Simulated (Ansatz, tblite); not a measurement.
**In3P3 wurtzite hole sphere (In3P3H12): spin states and exact exchange**

Aim: set other spin states of In3P3 wurtzite hole sphere (In3P3H12) against its singlet, on many levels of theory.

The runs use Ansatz 0.2.0, Gaussian basis; as each input shows.

Levels to be run: triplet, at the geometry of the singlet (GFN1-xTB, GFN2-xTB, PBE0-D4/def2-SVP, PBE-D4/def2-SVP); the singlet's energies come from earlier runs.

6 further runs of the same task are left out: 3 that didn't finish, 3 set aside as unsound or not needed. Runs told in other sessions of the task aren't counted.

## Step 1: The structure

The geometry is that of the singlet, from an earlier relaxation (r2SCAN-D4/def2-SVP).

18 atoms, charge 0, spin multiplicity 1.

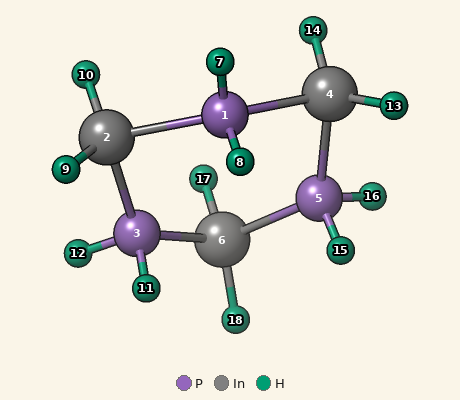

The structure; phosphorus purple, indium grey, hydrogen teal; atoms are numbered from 1 in the order of the file.

In takes a core potential in the def2 sets. No spin-orbit coupling is included.

## Step 2: Triplet at the fixed geometry, GFN1-xTB

Tight binding, by tblite at 300 K electronic temperature and without a spin-polarisation term:

```python
tblite.interface.Calculator('GFN1-xTB', numbers, positions, charge=0, uhf=2).singlepoint()
```

Energy -513.3164 eV; 0.024 s.

## Step 3: Triplet at the fixed geometry, GFN2-xTB

Tight binding, by tblite at 300 K electronic temperature and without a spin-polarisation term:

```python
tblite.interface.Calculator('GFN2-xTB', numbers, positions, charge=0, uhf=2).singlepoint()
```

Energy -466.3856 eV; 0.023 s.

## Step 4: Triplet at the fixed geometry, PBE0-D4/def2-SVP

in.yaml

```yaml
crystal:
  periodic: [false, false, false]
  atoms:
    - {symbol: P, position_ang: [-0.004217, -2.253719, -0.260027]}
    - {symbol: In, position_ang: [-2.393373, -1.376303, 0.431163]}
    - {symbol: P, position_ang: [-1.950457, 1.130275, -0.258961]}
    - {symbol: In, position_ang: [2.387755, -1.385166, 0.432492]}
    - {symbol: P, position_ang: [1.955048, 1.122796, -0.258888]}
    - {symbol: In, position_ang: [0.005516, 2.760489, 0.428394]}
    - {symbol: H, position_ang: [-0.006569, -3.641465, 0.054809]}
    - {symbol: H, position_ang: [-0.003097, -2.403076, -1.674979]}
    - {symbol: H, position_ang: [-3.518400, -2.022330, -0.704410]}
    - {symbol: H, position_ang: [-2.439720, -1.403693, 2.150615]}
    - {symbol: H, position_ang: [-2.081879, 1.208791, -1.673528]}
    - {symbol: H, position_ang: [-3.151355, 1.824200, 0.059458]}
    - {symbol: H, position_ang: [3.511645, -2.036074, -0.701390]}
    - {symbol: H, position_ang: [2.432921, -1.410118, 2.151990]}
    - {symbol: H, position_ang: [2.086007, 1.197519, -1.673669]}
    - {symbol: H, position_ang: [3.157448, 1.814921, 0.057276]}
    - {symbol: H, position_ang: [0.005272, 2.815997, 2.147803]}
    - {symbol: H, position_ang: [0.007424, 4.056937, -0.708158]}
basis:
  gaussian: {orbitals: def2-SVP}
magnetization: {spin_polarized: true, initial_magnetization: 2}
hamiltonian: {xc: pbe0, dispersion: d4}
scf: {omitted_lower_state_checks: [starts]}
output: {orbitals: {seedname: orbitals}}
```

Started as:

```
> ansatz run in.yaml --threads 4 --pin off --events-out ev --progress --plain --max-ram 4787MiB
```

Standard output:

```text
Functional definition: PBE0
  name "PBE0"
  cite "Adamo & Barone, J. Chem. Phys. 110, 6158 (1999) doi:10.1063/1.478522"
  cite "Perdew, Burke & Ernzerhof, Phys. Rev. Lett. 77, 3865 (1996) doi:10.1103/PhysRevLett.77.3865"
  parent pbe
  parameter a = 0.25
  parameter kappa = 0.804
  parameter beta = 0.06672455060314922
  exchange = (1 - a)*pbe_x(kappa = kappa, mu = beta*pi^2/3) + a*exact_x
  correlation = pbe_c(beta = beta)
these checks for a lower state are left out or cut short: starts
2115 factors; integrals over basis functions are off by at most 1.2e-3 eV
mean field evaluation 1: about -43556.9284 eV, gradient 1.4e1 eV
mean field evaluation 2: about -43555.8597 eV, gradient 1.7e1 eV
mean field evaluation 4: about -43558.5341 eV, gradient 2.1e0 eV
mean field evaluation 8: about -43558.7839 eV, gradient 8.2e-1 eV
mean field evaluation 16: about -43559.0237 eV, gradient 2.7e-1 eV
mean field evaluation 32: about -43559.0376 eV, gradient 1.5e-3 eV
mean field -43559.03763312 eV, -1600.7651076411 hartree, gradient 8.7e-6 eV, S^2 2.007499; 0 other end points of the search recorded, 0 dependent functions left out
reference -43559.03770043 eV, -1600.7651101146 hartree; 61, 59 occupied and 131, 133 virtual orbitals, 2115 factors
Total energy: -43559.64112399 eV, -1600.7872855213 hartree
Checks for a lower state left out: starts
```

Wall time 29 s (4 threads of Arm Neoverse V1, shared host); peak memory 1.2 GiB.

From the report: HOMO -2.43 eV, LUMO -6.05 eV (over both spins; with the spin held, an empty level of the minority spin lies below the top filled one); ⟨S²⟩ 2.007 (pure: 2.00).

## Step 5: Triplet at the fixed geometry, PBE-D4/def2-SVP

start.molden holds the orbitals of an earlier run on this state, given as this run's starting guess.

Edit in.yaml of step 4 so:

```diff
@@ -22,5 +22,5 @@
 basis:
-  gaussian: {orbitals: def2-SVP}
+  gaussian: {orbitals: def2-SVP, initial_orbitals: start.molden}
 magnetization: {spin_polarized: true, initial_magnetization: 2}
-hamiltonian: {xc: pbe0, dispersion: d4}
+hamiltonian: {xc: pbe, dispersion: d4}
 scf: {omitted_lower_state_checks: [starts]}
```

Same command.

Standard output:

```text
Functional definition: PBE
  name "PBE"
  cite "Perdew, Burke & Ernzerhof, Phys. Rev. Lett. 77, 3865 (1996) doi:10.1103/PhysRevLett.77.3865"
  parent pbe
  parameter kappa = 0.804
  parameter beta = 0.06672455060314922
  exchange = pbe_x(kappa = kappa, mu = beta*pi^2/3)
  correlation = pbe_c(beta = beta)
these checks for a lower state are left out or cut short: starts
2265 factors; their error is unknown
mean field evaluation 1: about -43556.1680 eV, gradient 5.6e0 eV
mean field evaluation 2: about -43556.3847 eV, gradient 3.5e-1 eV
mean field evaluation 4: about -43556.3785 eV, gradient 2.3e-1 eV
mean field evaluation 8: about -43556.3794 eV, gradient 3.0e-5 eV
mean field evaluation 16: about -43556.3794 eV, gradient 2.7e-6 eV
mean field -43556.37939113 eV, -1600.6674190497 hartree, gradient 2.7e-6 eV, S^2 2.003465; 0 other end points of the search recorded, 0 dependent functions left out
reference -43556.37948127 eV, -1600.6674223622 hartree; 61, 59 occupied and 131, 133 virtual orbitals, 2265 factors
Total energy: -43557.05709605 eV, -1600.6923242461 hartree
Checks for a lower state left out: starts
```

Run time: 25 s. Hardware: 4 threads of Arm Neoverse V1, shared host; peak memory 0.76 GiB.

Report: HOMO -1.84 eV, LUMO -6.46 eV (over both spins; with the spin held, an empty level of the minority spin lies below the top filled one); ⟨S²⟩ 2.003 (pure: 2.00).

## Step 6: Triplet less singlet, vertical

The singlet's energies are those of its earlier runs, whose logs aren't repeated here.

| level | triplet less singlet, vertical (kJ/mol) | time |
| --- | --- | --- |
| GFN1-xTB | +448.1 | 0.043 s |
| GFN2-xTB | +414.8 | 0.036 s |
| PBE-D4/def2-SVP | +461.1 | 29 s |
| PBE0-D4/def2-SVP | +505.7 | 36 s |

Times add the two runs; a level without a time comes out of a correlated run. Tight binding without a spin term can't rank spin states.

## Step 7: Results

```
                                               quantity                                       value
triplet less singlet, vertical, functionals in def2-SVP  +461.1 (PBE-D4) to +505.7 kJ/mol (PBE0-D4)
```

**Reading.** All functionals put the triplet above the singlet, over a spread of 44.6 kJ/mol. The checks for a lower triplet were left out, so another state of that spin may lie lower. These are electronic energies, without zero-point motion, entropy or surroundings.
